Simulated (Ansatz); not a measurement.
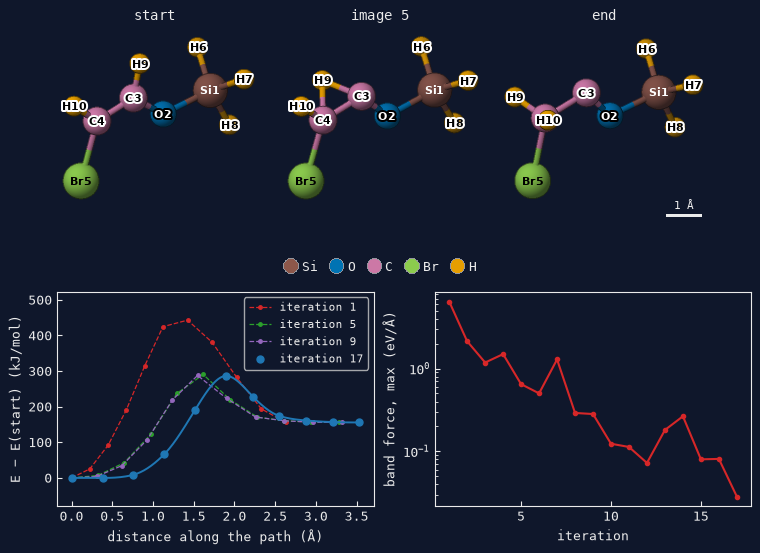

A nudged-elastic-band calculation for C2H5BrOSi. Images are numbered from 0 (start) to 10 (end). The plot follows the band through its iterations. A ball-and-stick model, seen at a tilt.

All numbers below come from RHF/def2-SVP (Ansatz 0.2.0). Run with 9 movable images; climbing image; force threshold 0.05 eV/Å; iteration limit 60; starting path through a guess of the saddle point.

How did the profile develop, and is the result final?

The result is final at these settings. The band converged in 17 iterations. The largest component of the band force went from 6.5 to 0.028 eV/Å. The climbing image converged on the top of the path. Its vibrational analysis gives one imaginary mode (1472i cm⁻¹), as a transition state must have. The first iteration put the highest image at 443.1 kJ/mol. Forward barrier 286.5 kJ/mol, backward barrier 130.8 kJ/mol, with image 5 at the top; the reaction energy is +155.7 kJ/mol.

The run took 3.9 min on 2 threads of AMD EPYC 7R13 Processor (Zen 3) (shared host), peak memory 0.3 GiB.
